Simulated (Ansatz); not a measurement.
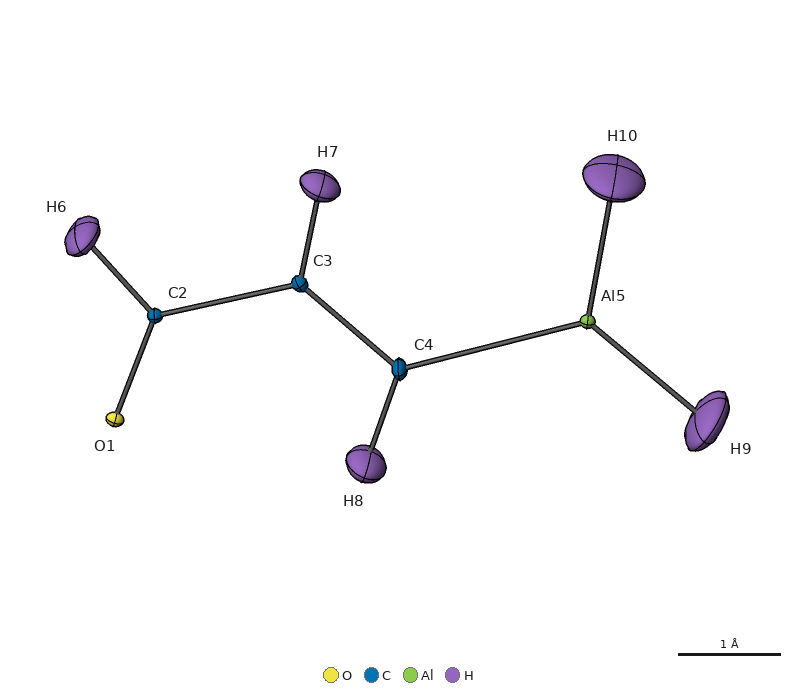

Displacement ellipsoids at the 50 % level, from the internal vibrations of the free molecule (harmonic, no overall translation or rotation; no half-axis is drawn under 0.075 Å). Vibrations computed with RKS PBE0-D4/def2-TZVP (Ansatz 0.2.0). Temperature: 100 K.

Which atom has the largest mean-square displacement?

Answer. H9, with U_eq = 0.0495 Å².

Does H9 move more along its bond or across it?

Answer. Across it: the root-mean-square amplitude is 0.097 Å along the bond and up to 0.319 Å across, since bending and torsion are softer than stretching.

List U_eq and the three principal root-mean-square amplitudes for each kind of atom.

```csv
atom,U_eq (Å²),rms amplitudes (Å)
O1,0.0026,"0.029, 0.058, 0.059"
C2,0.0020,"0.030, 0.041, 0.059"
C3,0.0028,"0.038, 0.058, 0.059"
C4,0.0056,"0.039, 0.067, 0.104"
Al5,0.00093,"0.026, 0.029, 0.036"
H6,0.0265,"0.080, 0.127, 0.239"
H7,0.0174,"0.084, 0.134, 0.164"
H8,0.0240,"0.093, 0.133, 0.214"
H9,0.0495,"0.096, 0.194, 0.319"
H10,0.0478,"0.095, 0.202, 0.306"
```
